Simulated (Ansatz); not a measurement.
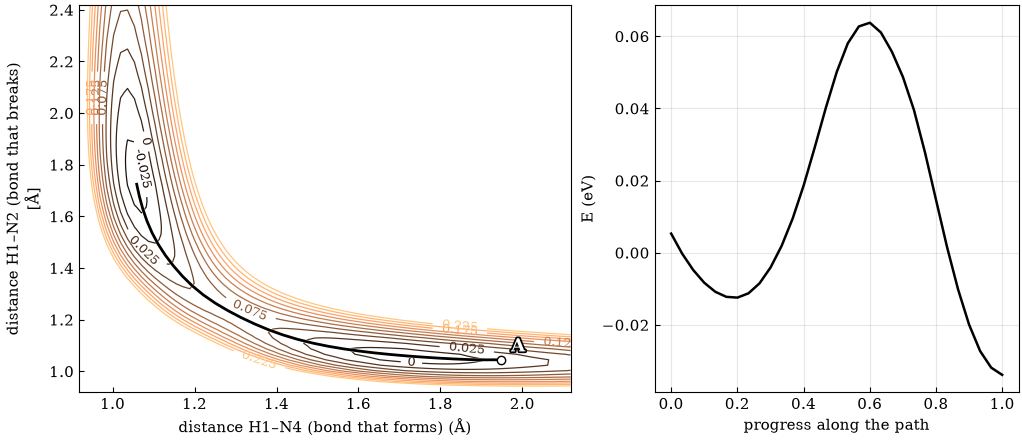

The reacting system H7N2Si (fragments H₅NSi + H₂N where the first distance is long, H₃N + H₄NSi where the second is long), spin multiplicity 2. Coordinates scanned: (1) distance H1–N4 (bond that forms); (2) distance H1–N2 (bond that breaks). Relaxed at each point: all other coordinates. The scan uses a 9 × 9 grid. Points are written as (first, second). Energies are in eV, from the lowest grid point. Level of theory: Ansatz, UKS PBE-D4/def2-SVP.

The picture shows contour lines labelled in eV (none above 0.225), a line along the lowest path, the energy along the path at the right, the start A. Between grid points the surface is interpolated.

### Describe the path and its barrier.

The easiest path runs from the side where the first distance is long, (1.934 Å, 1.029 Å), to the well on the other side, about (1.06 Å, 1.72 Å). Its highest point, at about (1.28 Å, 1.24 Å), lies about 0.058 eV above the start and 0.098 eV above the end on the interpolated surface.
